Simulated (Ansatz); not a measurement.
# G0W0 on several functionals: K3SCl (antiperovskite) (Pm-3m)

How much of the starting functional survives in the G0W0 gap of K3SCl (antiperovskite) (Pm-3m)?

Calculated with Ansatz 0.2.0; G0W0 on several functionals, plane waves, PAW.

The structure was built from a prototype and need not be the compound's stable phase.

In doubt: masses and optical values from hybrid runs of this build are listed as unsure (step 4), which bears on the screening that GW takes from such a start.

### Step 1. Set-up

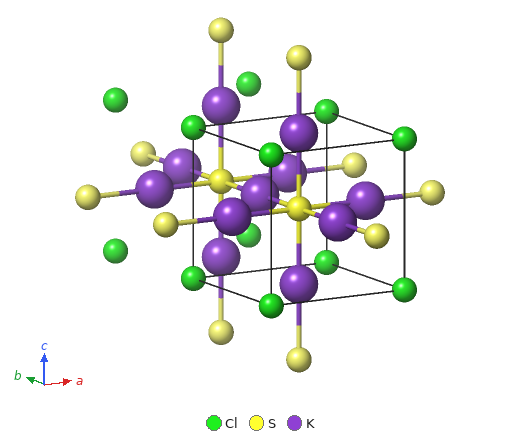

The cell as given, from a free direction (chlorine green, sulfur yellow, potassium purple). 1×2×1 cells are drawn. Some periodic images of atoms are drawn too.

Structure file:

```cif
data_structure
_symmetry_space_group_name_H-M 'Pm-3m'
_symmetry_Int_Tables_number 221
_cell_length_a 5.9700
_cell_length_b 5.9700
_cell_length_c 5.9700
_cell_angle_alpha 90.000
_cell_angle_beta 90.000
_cell_angle_gamma 90.000
_cell_volume 212.77
loop_
_atom_site_label
_atom_site_type_symbol
_atom_site_symmetry_multiplicity
_atom_site_Wyckoff_symbol
_atom_site_fract_x
_atom_site_fract_y
_atom_site_fract_z
_atom_site_occupancy
Cl1 Cl 1 a 0.00000 0.00000 0.00000 1
S1 S 1 b 0.50000 0.50000 0.50000 1
K1 K 3 c 0.50000 0.50000 0.00000 1
```

The structure was relaxed with PBE. The structure type comes from a generator and need not be one that this composition takes. The runs that relaxed it are not among those shown. The default PAW set here is soft_2. Its files were made with PBE.

### Step 2. G0W0 on PBE

G0W0 replaces the xc potential by the self-energy, built once from these orbitals. Only a window of levels is corrected, while the sums run over the empty bands that the input names.

This step: G0W0 on PBE, plane waves, PAW.

File input.yaml:

```yaml
crystal:
  lattice:
    - [5.9699615649, 0.0, 0.0]
    - [0.0, 5.9699615649, 0.0]
    - [0.0, 0.0, 5.9699615649]
  atoms:
    - { symbol: Cl, position: [0.0, 0.0, 0.0] }
    - { symbol: S, position: [0.5, 0.5, 0.5] }
    - { symbol: K, position: [0.5, 0.5, 0.0] }
    - { symbol: K, position: [0.5, 0.0, 0.5] }
    - { symbol: K, position: [0.0, 0.5, 0.5] }
kpoints:
  mp_grid: { grid: [2, 2, 2] }
hamiltonian:
  xc: pbe
scf:
  occupations: { method: fixed }
gw:
  n_empty_bands: 635
  ecut_chi: 120.0
  qp_bands: [v2, c2]
  qp_kpoints: band_edges
  screening: { model: contour_deformation }
```

Command:

```bash
> ansatz run input.yaml --threads 4 --pin off --max-ram 17510MiB --backend cpu --events-out ev --progress --plain --runs-dir out
```

Numbers of over 12 decimals in the logs are rounded to 6 here.

The program printed:

```text
Engine: ansatz 0.2.0, aarch64-unknown-linux-gnu
Pseudopotentials: kind: paw
Pseudopotential: Cl, paw, valence charge 7, recommended cutoff 420 eV (normal), Cl.paw.azcp
Pseudopotential: S, paw, valence charge 6, recommended cutoff 420 eV (normal), S.paw.azcp
Pseudopotential: K, paw, valence charge 9, recommended cutoff 420 eV (normal), K.paw.azcp
Functional definition: PBE
  parameter kappa = 0.804
  parameter beta = 0.066725
  exchange = pbe_x(kappa = kappa, mu = beta*pi^2/3)
  correlation = pbe_c(beta = beta)
Crystal: 5 atoms, lattice volume = 212.772 Å³
Basis set: ecut = 420 eV, 4139 PW (Γ)
Bands: 25, of which v1, the nominal top of the filled ones, is band 20 counted from 1 (19 counted from 0)
Symmetry: 48 space group operations
Space group: Pm-3m (ITA 221), of the structure as read, at distance tolerance 6.0e-5 Å
k-points: 4 of 8
Non-local potential: Cl, projectors of the file, l = 0: 2, l = 1: 2, l = 2: 2
Non-local potential: S, projectors of the file, l = 0: 2, l = 1: 2, l = 2: 2
Non-local potential: K, projectors of the file, l = 0: 3, l = 1: 2, l = 2: 2
PAW form: soft (Blöchl's): semilocal exchange-correlation on the pseudo side does not see the compensation charge
PAW one-centre angular grid: Cl, 110 points (default); XC on 64 Gauss nodes
PAW one-centre angular grid: S, 110 points (default); XC on 64 Gauss nodes
PAW one-centre angular grid: K, 110 points (default); XC on 64 Gauss nodes
Initial density: superposition of atomic densities (neutral atoms: chi_scale 0, normalization atom), corrected by the library's trained network
Initial wavefunctions: pseudopotential atomic-orbital guess
Functional: x = pbe(κ = 0.804, μ = 0.219515), c = pbe(β = 0.066725)
SCF iter   1: F=—  HF=-6601.075980 eV  |F-HF|=—  |Δ(HF+E_count)|=         —  Δρ=1.67e-3  dr2=1.52e-2  ethr=1.77e-3  ⟨swp⟩=5.2  Hψ=415  notcnv=0  defer=6
preconditioner: auto → Resta (q_TF=auto, 2.065 Å⁻¹)  ε∞=2.3  [insulator: Δε(μ)=1.792 eV  Ē_g=13.222 eV  n_scr=26 (ndim 8)  ℏωp=14.8 eV  f_vac=0.218  ε∞_Penn≈2.3]
SCF iter   2: F=—  HF=-6601.070468 eV  |F-HF|=—  |Δ(HF+E_count)|=   5.51e-3  Δρ=5.85e-4  dr2=1.46e-3  ethr=3.80e-5  ⟨swp⟩=2.2  Hψ=211  notcnv=0  defer=9
SCF iter   3: F=—  HF=-6601.070407 eV  |F-HF|=—  |Δ(HF+E_count)|=   6.10e-5  Δρ=2.94e-4  dr2=4.89e-4  ethr=3.64e-6  ⟨swp⟩=2.0  Hψ=107  notcnv=0  defer=9
SCF iter   4: F=—  HF=-6601.070443 eV  |F-HF|=—  |Δ(HF+E_count)|=   3.57e-5  Δρ=6.61e-5  dr2=1.58e-5  ethr=1.22e-6  ⟨swp⟩=2.0  Hψ=152  notcnv=0  defer=9
SCF iter   5: F=—  HF=-6601.070449 eV  |F-HF|=—  |Δ(HF+E_count)|=   6.11e-6  Δρ=2.62e-5  dr2=1.84e-6  ethr=3.95e-8  ⟨swp⟩=2.0  Hψ=126  notcnv=0  defer=6
SCF iter   6: F=-6601.070450 eV  HF=-6601.070450 eV  |F-HF|=1.51e-7  |Δ(HF+E_count)|=   1.49e-6  Δρ=4.87e-6  dr2=8.31e-8  ethr=2.50e-10  ⟨swp⟩=6.8  Hψ=446  notcnv=0
SCF 1 converged in 6 iterations: F = -6601.070450 eV  dr2 = 8.31e-8
  greatest PAW one-centre occupation: 0.987 electrons in one spin orbital (limit 2), on the K atom at site 3 (counted from 0), in its partial waves of l = 0
NSCF: frozen V_eff on 4 k-points
G₀W₀ screening: q 1/4
[... further progress lines ...]
SCF converged after 6 iterations
Free energy (F): -6601.070450 eV
Harris-Foulkes:  -6601.070450 eV  (|F-HF|=1.51e-7)
Internal energy: -6601.070450 eV  (E = F + TS)
E sigma→0 (E₀):  -6601.070450 eV
Fermi energy:    1.400905 eV
--- Per-component energies (eV) ---
  E_band       = -420.464771
  E_kinetic    = 1030.935154
  E_local      = -2572.912328  (includes V_loc(G=0)·N_el)
  E_nonlocal   = 94.582454
  E_hartree    = 910.488616
  E_xc         = -611.034743
  E_vxc        = -705.685110  (∫ρ·V_xc dr)
  E_paw        = -3605.070585  (= ΣΔE_a)
  E_vpaw       = -88.366976  (= ΣTr[D̂ρ^β])
  E_aug_tail   = 0.000081  (compensation charges beyond the density's cutoff)
  E_ewald      = -1848.059100
  E_smearing   = -0.000000  (= −TS)
  E_closure    = -0.000000  (closes the sum)
  Σ components = -6601.070450   (vs F -6601.070450, Δ=0.00e0)
--- Band table (eV) ---
  k-point 0: bands = [... 16 lower, -0.4039, 1.4009, 1.4009, 1.4009, 3.1934, 5.5031, 5.5031, 6.2783, ... 1 higher]
  k-point 1: bands = [... 16 lower, -0.4042, 0.6736, 1.3208, 1.3208, 4.6209, 4.8245, 6.2952, 6.6138, ... 1 higher]
  k-point 2: bands = [... 16 lower, -0.4072, 0.7067, 0.7067, 1.2650, 5.2314, 5.7788, 5.9084, 5.9084, ... 1 higher]
  k-point 3: bands = [... 16 lower, -0.4684, 0.5920, 0.5920, 0.5920, 6.0715, 6.2479, 6.2479, 6.2479, ... 1 higher]
--- G₀W₀: contour deformation, 6 samples at zero and on the imaginary axis and 1 off it, 8 q-points, 635 empty bands' worth ---
  eigenvalues of the whole cell's RPA ε∞ on this k-mesh (on a slab, of 1 + 4πα/V) = 2.6406, 2.6406, 2.6406; static W/v taken at q = 0 is 0.378696
  bands read: the sum over 655 bands ends inside a degenerate multiplet in 1 slot, whose members it reads at an even weight; the widest, k=2: bands 655 to 656 (counted from 1) at 1/2 each
  gw.qp_kpoints: band_edges: 4 of 4 stored k-points solved, in 1 pass; an edge of the gap read off the rows below is read off those points alone
  `?` marks the rows in doubt; gw_qp.tsv's column doubts and the gw_qp event give each row's grounds
    ik  band        ε_KS         Σx   Σc(E_QP)       V_xc       Z   E_QP_lin       E_QP  E_QP is
     0    19      1.4009   -17.5797     2.1761   -14.1125  0.7308    -0.0182     0.1099  root ?
     0    20      1.4009   -17.5797     2.1761   -14.1125  0.7308    -0.0182     0.1099  root ?
     0    21      3.1934    -2.7640    -2.7633    -5.9568  0.8106     3.6298     3.6228  root
     0    22      5.5031    -2.2769    -2.9341    -5.8500  0.8059     6.1611     6.1421  root
     1    19      1.3208   -17.3288     2.1709   -13.8648  0.7307    -0.1028     0.0276  root ?
     1    20      1.3208   -17.3288     2.1709   -13.8648  0.7307    -0.1028     0.0276  root ?
     1    21      4.6209    -3.3595    -2.8296    -6.7040  0.7959     5.1446     5.1357  root
     1    22      4.8245    -4.1567    -2.9301    -7.6711  0.7945     5.4230     5.4088  root
     2    19      0.7067   -16.7391     2.2708   -13.1859  0.7214    -0.7113    -0.5758  root ?
     2    20      1.2650   -17.2092     2.1687   -13.7490  0.7303    -0.1574    -0.0265  root ?
     2    21      5.2314    -2.8472    -2.8329    -6.1555  0.8014     5.7164     5.7067  root
     2    22      5.7788    -2.9591    -3.0724    -6.6077  0.7986     6.3705     6.3549  root
     3    19      0.5920   -16.1888     2.2519   -12.6492  0.7207    -0.8353    -0.6957  root ?
     3    20      0.5920   -16.1888     2.2519   -12.6492  0.7207    -0.8353    -0.6957  root ?
     3    21      6.0715    -2.9984    -3.2211    -7.0969  0.7961     6.9948     6.9488  root
     3    22      6.2479    -3.6174    -3.2103    -7.6315  0.7873     7.0844     7.0517  root
```

Run time: 51 s. Hardware: 4 threads of Arm Neoverse V2, shared host; peak memory 3.2 GiB; 3.3 min of CPU time.

In the SCF lines HF is the Harris–Foulkes energy and dr2 the Hartree energy of the density residual, in eV; the loop may stop once dr2 is under the threshold and the program's other checks hold. Hψ counts applications of the Hamiltonian.

Numbers from this step:

* bands summed: 655
* RPA ε∞ on this mesh (eigenvalues): 2.641, 2.641, 2.641
* plane waves in the screening matrix: 619
* q-points in the mesh: 8
* G0W0 gap on the mesh: 3.513 eV
* k of the valence top: 0, 0, 0
* k of the conduction bottom: 0, 0, 0
* starting gap on the mesh: 1.793 eV
* Z at the valence top: 0.7308
* Z at the conduction bottom: 0.8106
* least direct G0W0 gap on the computed points: 3.513 eV

The gap on the mesh goes from 1.79 eV to 3.51 eV, a correction of +1.72 eV. The program marks an edge row as in doubt. Between the two edge states, bare exchange in place of the xc potential would open the gap by 6.66 eV, and correlation takes back 4.94 eV.

### Step 3. G0W0 on r2SCAN

One-shot GW remembers its start. Another functional's orbitals and levels show by how much.

This step: G0W0 on r2SCAN, plane waves, PAW.

Changes to input.yaml since step 2:

```diff
@@ -14,3 +14,3 @@
 hamiltonian:
-  xc: pbe
+  xc: r2scan
 scf:
```

The program printed:

```text
[...]
Crystal: 5 atoms, lattice volume = 212.772 Å³
Basis set: ecut = 500 eV, 5449 PW (Γ), exchange–correlation on 180×180×180 points (64 copies of the dense FFT grid, shifted against one another)
Bands: 25, of which v1, the nominal top of the filled ones, is band 20 counted from 1 (19 counted from 0)
[... 1 set-up line as in the run before ...]
[...]
k-points: 4 of 8
[...]
SCF iter   1: F=—  HF=-6623.771818 eV  |F-HF|=—  |Δ(HF+E_count)|=         —  Δρ=3.55e-3  dr2=2.67e-2  dr2_τ=7.76e-3  ethr=1.77e-3  ⟨swp⟩=5.2  Hψ=380  notcnv=0  defer=7
[...]
SCF iter   7: F=-6623.818513 eV  HF=-6623.818513 eV  |F-HF|=8.58e-9  |Δ(HF+E_count)|=   1.19e-7  Δρ=1.77e-6  dr2=5.54e-9  dr2_τ=5.11e-10  ethr=2.50e-10  ⟨swp⟩=8.2  Hψ=419  notcnv=0
SCF 1 converged in 7 iterations: F = -6623.818513 eV  dr2 = 5.54e-9
[...]
NSCF: frozen V_eff on 4 k-points
G₀W₀ screening: q 1/4
[... further progress lines ...]
SCF converged after 7 iterations
Free energy (F): -6623.818513 eV
[...]
Internal energy: -6623.818513 eV  (E = F + TS)
E sigma→0 (E₀):  -6623.818513 eV
Fermi energy:    1.189728 eV
[...]
--- Band table (eV) ---
  k-point 0: bands = [... 16 lower, -0.8090, 1.1897, 1.1897, 1.1897, 3.4111, 5.6846, 5.6846, 6.5409, ... 1 higher]
  k-point 1: bands = [... 16 lower, -0.8094, 0.4856, 1.1113, 1.1113, 4.8052, 5.0906, 6.4249, 6.8869, ... 1 higher]
  k-point 2: bands = [... 16 lower, -0.8121, 0.5045, 0.5045, 1.0557, 5.4046, 6.1335, 6.1457, 6.1457, ... 1 higher]
  k-point 3: bands = [... 16 lower, -0.8733, 0.3997, 0.3997, 0.3997, 6.3948, 6.5602, 6.5602, 6.5602, ... 1 higher]
[...]
0    19      1.1897   -17.5863     1.9149   -14.3685  0.7630    -0.1784    -0.1132  root
     0    20      1.1897   -17.5863     1.9149   -14.3685  0.7630    -0.1784    -0.1132  root
     0    21      3.4111    -2.6222    -2.5738    -5.6038  0.8405     3.8227     3.8190  root
     0    22      5.6846    -2.1221    -2.6883    -5.4469  0.8371     6.3319     6.3210  root
     1    19      1.1113   -17.3581     1.9101   -14.1404  0.7630    -0.2630    -0.1963  root
     1    20      1.1113   -17.3581     1.9101   -14.1404  0.7630    -0.2630    -0.1963  root
     1    21      4.8052    -3.1357    -2.6257    -6.2774  0.8296     5.3285     5.3211  root
     1    22      5.0906    -3.8521    -2.7108    -7.0933  0.8266     5.6283     5.6211  root
[...]
3    19      0.3997   -16.3085     1.9922   -12.9969  0.7549    -1.0011    -0.9198  root
     3    20      0.3997   -16.3085     1.9922   -12.9969  0.7549    -1.0011    -0.9198  root
     3    21      6.3948    -2.9692    -2.9467    -6.7412  0.8275     7.2411     7.2200  root
     3    22      6.5602    -3.5278    -2.7160    -6.7447  0.8173     7.0683     7.0611  root
```

It took 60 s on 4 threads; peak memory 3.9 GiB.

Numbers from this step:

```yaml
bands_summed: 655
rpa_eps_infinity_on_this_mesh_eigenvalues: 2.305, 2.305, 2.305
plane_waves_in_the_screening_matrix: 619
q_points_in_the_mesh: 8
g0w0_gap_on_the_mesh: 3.932 eV
k_of_the_valence_top: 0, 0, 0
k_of_the_conduction_bottom: 0, 0, 0
starting_gap_on_the_mesh: 2.221 eV
z_at_the_valence_top: 0.7630
z_at_the_conduction_bottom: 0.8405
least_direct_g0w0_gap_on_the_computed_points: 3.932 eV
```

Against the run with 2×2×2 mesh, 635 empty bands, screening to 120 eV on PBE, the gap moves by +0.42 eV, while the start moved by +0.43 eV.

### Step 4. G0W0 on HSE06

This step: G0W0 on HSE06, plane waves, PAW.

Changes to input.yaml since step 3:

```diff
@@ -14,3 +14,3 @@
 hamiltonian:
-  xc: r2scan
+  xc: hse06
 scf:
```

The program printed:

```text
[...]
davidson cushion auto → on  (no smearing: the cushion is to keep the highest requested band from converging to the state above it; pin scf.eigensolver.cushion to override)
Crystal: 5 atoms, lattice volume = 212.772 Å³
Basis set: ecut = 420 eV, 4139 PW (Γ)
Bands: 25, of which v1, the nominal top of the filled ones, is band 20 counted from 1 (19 counted from 0)
[... 1 set-up line as in the run before ...]
[...]
k-points: 4 of 8
[...]
1    21      4.9138    -3.0549    -2.5284    -6.0865  0.8504     5.4214     5.4171  root
     1    22      5.1451    -3.7778    -2.6243    -6.9667  0.8473     5.7151     5.7098  root
[...]
3    19     -0.1112   -16.3181     1.7076   -13.5096  0.7805    -1.2440    -1.2121  root
     3    20     -0.1112   -16.3181     1.7076   -13.5096  0.7805    -1.2440    -1.2121  root
     3    21      6.5050    -2.7496    -2.7924    -6.3060  0.8486     7.2802     7.2689  root
     3    22      6.6684    -3.3100    -2.8004    -6.8174  0.8421     7.3853     7.3754  root
[key lines of the parts left out:]
Free energy (F): -6605.120140 eV
Fermi energy:    0.714667 eV
```

Elapsed: 3.9 min, on 4 threads; peak memory 2.3 GiB.

This step gave:

```yaml
bands_summed: 655
rpa_eps_infinity_on_this_mesh_eigenvalues: 2.145, 2.145, 2.145
plane_waves_in_the_screening_matrix: 619
g0w0_gap_on_the_mesh: 4.276 eV
k_of_the_valence_top: 0, 0, 0
k_of_the_conduction_bottom: 0, 0, 0
starting_gap_on_the_mesh: 2.747 eV
least_direct_g0w0_gap_on_the_computed_points: 4.276 eV
```

Against the run with 2×2×2 mesh, 635 empty bands, screening to 120 eV on r2SCAN, the gap moves by +0.34 eV, while the start moved by +0.53 eV.

### Step 5. The starts together

All on the 2×2×2 mesh with 635 empty bands and screening to 120 eV. Times are wall times on 4 threads of Arm Neoverse V2, shared host, good to a factor of about two.

| start | starting gap (eV) | shift (eV) | G0W0 gap (eV) | RPA ε∞ (harmonic mean) | Z (valence, conduction) | time |
| --- | --- | --- | --- | --- | --- | --- |
| PBE | 1.79 | +1.72 | 3.51 | 2.64 | 0.73, 0.81 | 51 s |
| r2SCAN | 2.22 | +1.71 | 3.93 | 2.31 | 0.76, 0.84 | 60 s |
| HSE06 | 2.75 | +1.53 | 4.28 | 2.15 | 0.79, 0.86 | 3.9 min |

The parts of the quasiparticle energy at the two band edges (eV; QP = start + Σx + Σc − Vxc):

| run | edge | start | Σx | Σc | Vxc | Z | QP |
| --- | --- | --- | --- | --- | --- | --- | --- |
| PBE | valence top | 1.40 | -17.58 | 2.18 | -14.11 | 0.73 | 0.11 |
| PBE | conduction bottom | 3.19 | -2.76 | -2.76 | -5.96 | 0.81 | 3.62 |
| r2SCAN | valence top | 1.19 | -17.59 | 1.91 | -14.37 | 0.76 | -0.11 |
| r2SCAN | conduction bottom | 3.41 | -2.62 | -2.57 | -5.60 | 0.84 | 3.82 |
| HSE06 | valence top | 0.71 | -17.59 | 1.66 | -14.84 | 0.79 | -0.37 |
| HSE06 | conduction bottom | 3.46 | -2.61 | -2.49 | -5.55 | 0.86 | 3.91 |

For a hybrid start, Vxc holds its share of exact exchange.

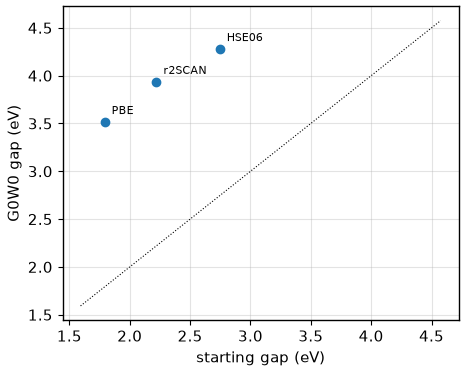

G0W0 gap against starting gap; on the dotted line the correction would vanish.

### Step 6. Results

| Item | Value |
| --- | --- |
| G0W0@PBE | 3.51 eV (start 1.79 eV) |
| G0W0@r2SCAN | 3.93 eV (start 2.22 eV) |
| G0W0@HSE06 | 4.28 eV (start 2.75 eV) |
| known limits | not at the basis limit; coarse k mesh |

**Reading.** The starting gaps span 0.95 eV and the G0W0 gaps 0.76 eV. Between PBE and HSE06, 0.76 eV of the 0.95 eV survives, 80 %. HSE06 screens less than PBE (ε∞ 2.15 against 2.64). Of the 0.76 eV by which its G0W0 gap is higher, the correlation part gives +0.79 eV, and exchange with the one-particle terms, which follow the orbitals, −0.02 eV. The smallest correction, +1.53 eV, is on HSE06, the start nearest to reproducing itself. Bands and cutoff are finite, so the gap is not at the basis limit. The miss can reach some tenths of an eV and take either sign; the mesh is an error of its own. The 2×2×2 mesh is coarse for this cell (its supercell is 12 Å along the shortest edge). The RPA ε∞ on it, from the PBE start, is 2.64; such meshes misread the long-range screening, most where the gap is narrow. The program marks a band-edge row as in doubt, so the gap is less sure than its digits.

[Paths, hosts, dates, memory and timing lines, banners, echoed tables and standing remarks are left out of the program output.]

[Logs are printed without paths, hosts, clocks, repeated set-up lines and the standing remarks that a program may print on its own settings, such as how far it seeks lower states.]

[Runs of the session that timed out or met a known fault of the program may be left out.]

[Cells called generated may have been cut or substituted from an entry of the Crystallography Open Database or the Materials Project.]

[Hosts, paths, dates, database ids (printed as entryN), source tags and the programs' standing remarks are cut or masked in the printed files.]
